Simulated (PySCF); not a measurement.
**C₂H₇ClOSi₃: density, localisation and related maps**

The calculation's input:

```
{"job": {"kind": "nmr", "xc": "PBE0", "basis": "pcSseg-1"}, "charge": 0, "multiplicity": 1}
Si     3.210680     1.007471     0.149100
C      1.718376     0.019161    -0.319920
C      0.733686    -0.617710    -0.623193
Si    -0.819356    -1.539265    -1.022604
O     -2.070666    -0.793063    -0.280042
Si    -2.840214     0.337994     0.565607
Cl    -1.544906     1.250685     1.793751
H      4.097078     1.056049    -1.017962
H      3.872286     0.336231     1.270838
H      2.772130     2.353266     0.522999
H     -0.797149    -2.883426    -0.448852
H     -1.123313    -1.460482    -2.450590
H     -3.367279     1.310854    -0.380773
H     -3.842030    -0.378237     1.339575
```

Run with:

```sh
OMP_NUM_THREADS=1 python probes_run.py task.json out
```

Geometry: GFN2-xTB.

Method: PBE0/pcSseg-1, SCF density, gas phase, non-relativistic in PySCF.

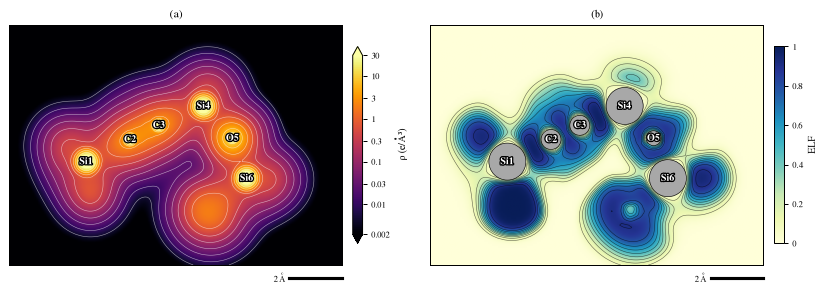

Figure 1. (a) total electron density; (b) electron localisation function on the plane of atoms C3, Si4 and O5. Grey discs cover the atomic cores in the ELF map.

> Describe what can be read from this map.

Atoms in the plane: Si, C and O.
C–C (1.21 Å): ρ at the midpoint is about 2.8 e/Å³; the ELF peaks at about 0.85 between the atoms: a multiple bond.
Si–O (1.61 Å): ρ at the midpoint is about 1.2 e/Å³; the ELF peaks at about 0.85 between the atoms; a polar covalent bond.
C–Si (1.85 Å): ρ is about 0.94 e/Å³ halfway; the ELF peaks at about 0.95 between the atoms (a covalent bond).
The ELF also peaks beside Cl7 and O5, away from the bonds: lone-pair regions.

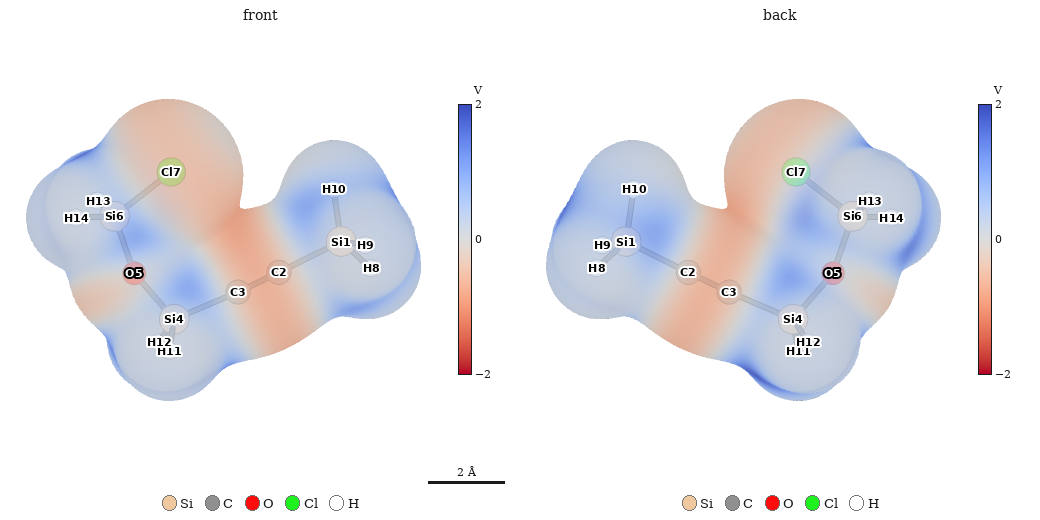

Figure 2. The molecular electrostatic potential painted on the density surface at 0.002 e/bohr³, seen from the front and from behind; the colour scale runs from red (negative) to blue (positive).

> Which sites attract a positive test charge, and which a negative one?

A positive charge is drawn to the negative regions and a negative charge to the positive ones. The most negative region (about −0.8 V) lies over C2, C3 and Cl7, the most positive (about +1.6 V) over Si1, Si4 and Si6.
